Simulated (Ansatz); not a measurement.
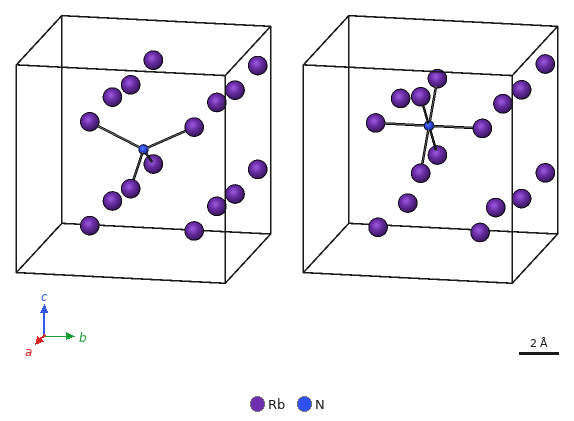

Two geometries of a defect cell of composition Rb16N, drawn at one scale. One is the start of a relaxation, the other its converged end. The picture is a ball-and-stick view of the cell of the calculation (origin shifted), seen slightly off an axis.

Level of theory: DFT PBE, scalar-relativistic, plane waves, PAW (Ansatz 0.2.0). Settings: plane-wave cutoff 420 eV; k-point mesh 2 × 2 × 2; occupations fermi dirac; smearing width 0.1 eV; no spin polarisation; atoms relaxed in a fixed cell; force threshold 0.03 eV/Å; at most 60 steps.

Which one is relaxed?

The right one is the relaxed one. It is an interstitial N in bcc Rb. The run prepares an end point of a later path (interstitial hop) calculation, from a guessed geometry. The atoms of the start lie slightly off their symmetric places, so part of the fall in energy undoes that. The largest move is that of the N atom, 1.29 Å along +c. Largest moves by element: N 1.29 Å, Rb 1.11 Å. The cell stays as it was. Some distances before and after: N–Rb 5.035 → 2.901 Å, N–Rb 4.976 → 2.902 Å, N–Rb 3.171 → 2.857 Å, N–Rb 3.192 → 2.923 Å. New bonds form, among them: N–Rb (4.98 → 2.90 Å), N–Rb (5.04 → 2.90 Å). Among the angles between lasting bonds that change: Rb–N–Rb 128.2° → 179.8°, Rb–N–Rb 125.5° → 90.1°, Rb–N–Rb 104.1° → 90.0°. The energy falls by 1.163 eV per cell of the calculation in 12 accepted moves (13 points after the start). Largest force component: 0.55 eV/Å at the start, 0.024 eV/Å at the end. 1 step only repeated the SCF at the same geometry. Cost: 2.1 min on 4 threads of Intel(R) Xeon(R) Platinum 8488C (Sapphire Rapids), on a shared host, peak memory 3 GiB.

Limits of the set-up: the cell has an odd number of electrons but was run without spin polarisation.
